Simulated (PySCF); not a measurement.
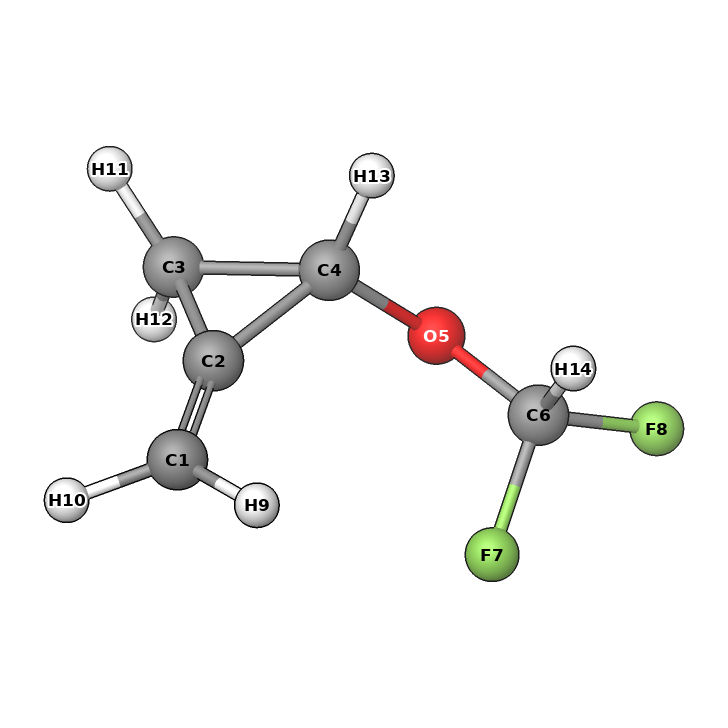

Computed geometry: GFN2-xTB optimisation. No frequency run is at hand to confirm it as a minimum. Properties computed with B3LYP/pcJ-1 indirect spin-spin coupling, non-relativistic, gas phase (PySCF 2.14.0). Isotopes: 13C, 19F, 1H, 17O.

Give the spin–spin coupling constants of these pairs, with the number of bonds between them: C6/F7, C6/F8, O5/F7, O5/F8, F7/F8, F7/H14, F8/H14, C4/F7, C4/F8.

| pair | bonds apart | J (Hz) |
| --- | --- | --- |
| C6, F7 | 1 | −326.6 |
| C6, F8 | 1 | −309.0 |
| O5, F7 | 2 | −23.6 |
| O5, F8 | 2 | −42.1 |
| F7, F8 | 2 | 127.8 |
| F7, H14 | 2 | 91.6 |
| F8, H14 | 2 | 73.2 |
| C4, F7 | 3 | −1.9 |
| C4, F8 | 3 | 6.5 |

Density functionals are unreliable for couplings to fluorine, so those rows may be far off.
